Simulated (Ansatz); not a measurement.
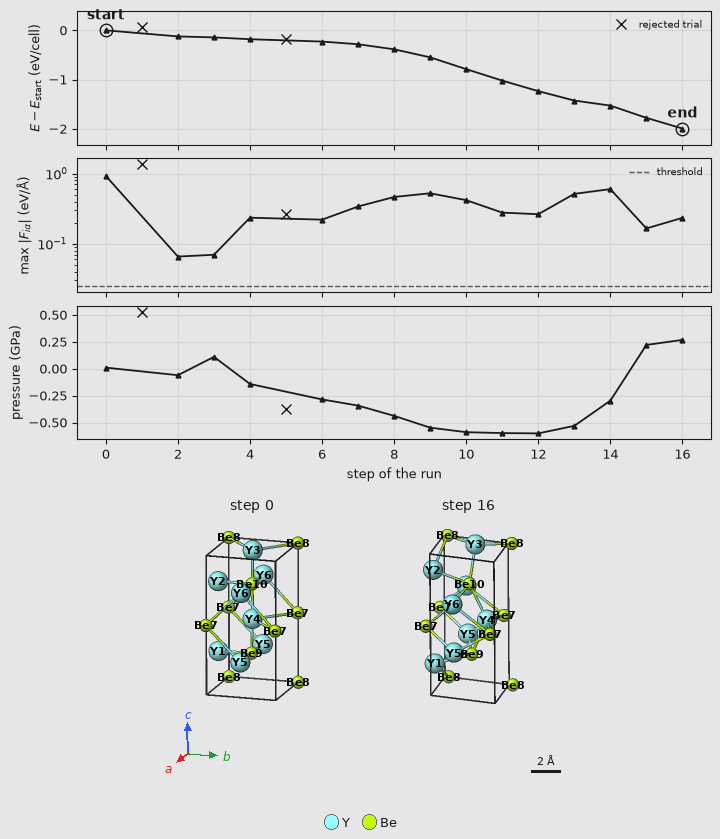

First and last geometry of a relaxation of solid Y$_{3}$Be$_{2}$ (a generated structure, set up in P1) (coarse preliminary run), with the history of the run. Style: ball-and-stick. Shown: the cell of the calculation, reduced to other axes, slightly off an axis. Lengths and directions refer to the drawn axes.

Theory: DFT PBE, scalar-relativistic, plane waves, PAW (Ansatz 0.2.0).

The input:
```yaml
crystal:
  lattice:
    - [-5.1589006653, 0.0148437716, -0.0050886175]
    - [-0.0050886175, 0.010118672, -5.1582457727]
    - [0.0296875432, -10.2357350164, 0.0202373441]
  atoms:
    - { symbol: "Y", position: [1.0099915078, 0.4975086902, 0.7509014424] }
    - { symbol: "Y", position: [1.0104711833, 0.508495121, 0.2477330494] }
    - { symbol: "Y", position: [0.5037826622, 0.4870684539, 1.0074353941] }
    - { symbol: "Y", position: [0.5043975704, 0.5002491708, 0.4996067641] }
    - { symbol: "Y", position: [0.4906312337, 1.004321517, 0.747156524] }
    - { symbol: "Y", position: [0.4990413136, 0.9955533085, 0.2490110577] }
    - { symbol: Be, position: [0.9943018265, 1.0073911113, 0.5010704255] }
    - { symbol: Be, position: [1.0028126175, 1.0115350936, -0.0004664118] }
    - { symbol: Be, position: [0.4875439745, 0.4976448657, 0.747582786] }
    - { symbol: Be, position: [0.4970261105, 0.490232668, 0.2499689686] }
basis:
  ecutwfc: 420
kpoints:
  mp_grid: { grid: [4, 4, 2] }
hamiltonian:
  xc: pbe
scf:
  occupations: { method: gaussian, width: 0.2 }
  lower_state_search: "off"
output:
  forces: true
  stress: true
  eigenvalues: true
relax:
  adjacent_minimum: "off"
  f_tol: 0.025
  max_steps: 60
  cell: { stress_tol: 0.25 }
```

Command:
```bash
ansatz run input.yaml --threads 1 --pin off --max-ram 2048MiB --backend cpu --events-out ev --progress --plain --runs-dir out
```

Did the run converge, and what did it change?

Answer. The run was cut off at its time limit before the relaxation converged, so the last structure is only a point on the way. The atom that moves furthest relative to the cell is Y4 (1.26 Å roughly along [−1 3 0]). Largest moves by element: Y 1.26 Å, Be 0.69 Å. The drawn cell changes as follows: a 5.158 → 5.006 Å (−2.9 %), b 5.159 → 4.998 Å (−3.1 %), c 10.236 → 10.369 Å (+1.3 %), α 89.7° → 90.8°, β 89.8° → 90.7°, γ 89.9° → 76.9°; the volume changes by −7.3 %. Among the contacts that change: Y5–Y6 5.099 → 3.515 Å, Y1–Y2 5.086 → 3.505 Å, Y3–Y6 3.598 → 5.132 Å, Y4–Be7 3.581 → 2.595 Å. New bonds form: Y1–Be8 (3.67 → 2.94 Å), Y2–Be8 (3.64 → 2.99 Å). Bond angles that change, for instance: Y1–Be9–Y5 89.7° → 139.5°, Be10–Y6–Be10 179.4° → 131.2°, Y6–Be10–Y6 179.4° → 131.2°. The space group stays P1 (No. 1). After 14 accepted moves (16 points after the start) the energy has fallen by 1.993 eV per cell of the calculation. The largest force component goes from 0.93 to 0.23 eV/Å. Pressure: 0.01 GPa at the start and 0.27 GPa at the end. The line search rejected the trial steps at points 1, 5 of the run.

| step | E − E(0), meV/atom | largest force component, eV/Å | pressure, GPa | volume, Å³/atom | note |
| --- | --- | --- | --- | --- | --- |
| 0 | 0.00 | 0.9251 | 0.01 | 27.238 |  |
| 1 | 6.36 | 1.3516 | 0.53 | 26.947 | rejected |
| 2 | -12.35 | 0.0657 | -0.06 | 27.216 |  |
| 3 | -14.32 | 0.0697 | 0.11 | 27.122 |  |
| 4 | -18.02 | 0.2354 | -0.14 | 27.310 |  |
| 5 | -16.94 | 0.2653 | -0.38 | 27.559 | rejected |
| 6 | -22.81 | 0.2207 | -0.28 | 27.383 |  |
| 7 | -28.24 | 0.3401 | -0.34 | 27.382 |  |
| 8 | -38.51 | 0.4647 | -0.44 | 27.378 |  |
| 9 | -54.83 | 0.5246 | -0.55 | 27.348 |  |
| 10 | -78.75 | 0.4183 | -0.59 | 27.160 |  |
| 11 | -102.05 | 0.2781 | -0.60 | 26.909 |  |
| 12 | -123.43 | 0.2639 | -0.60 | 26.668 |  |
| 13 | -142.52 | 0.5148 | -0.53 | 26.426 |  |
| 14 | -152.75 | 0.6011 | -0.30 | 26.137 |  |
| 15 | -177.67 | 0.1654 | 0.22 | 25.586 |  |
| 16 | -199.31 | 0.2341 | 0.27 | 25.263 |  |
